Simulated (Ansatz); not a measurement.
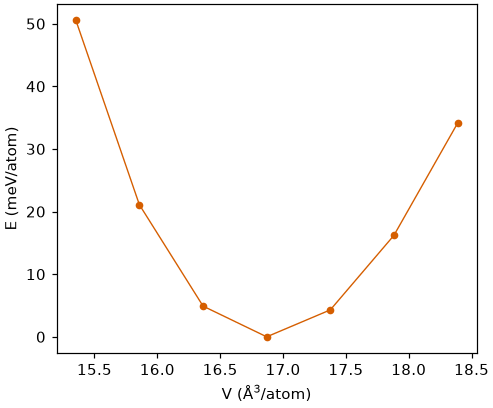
Fig. 1. Al2Au (MoSi2 or CaC2 type, space group No. 139) under volume change, plane-wave PAW r²SCAN (Ansatz code), shape and atoms relaxed at each volume.

**Question.** What does a third-order Birch–Murnaghan fit give for V₀, B₀ and B′?

**Answer.** V₀ = 16.87 Å³/atom, B₀ = 95.9 GPa, B′ = 5.5.

Space group I4/mmm (MoSi2 or CaC2 type). The cell is a constructed one: a structure type filled with these elements; neither database checked (COD, Materials Project) lists it. COD files the formula under space group No. 225, so this cell is another polymorph or a model. Its standing as an ambient phase is unchecked. The r²SCAN relaxation kept the symmetry of its start; whether a distortion lowers the energy is not shown. Spin–orbit coupling is left out wherever it is not named.

Potentials: the earlier of the program's two PAW sets.
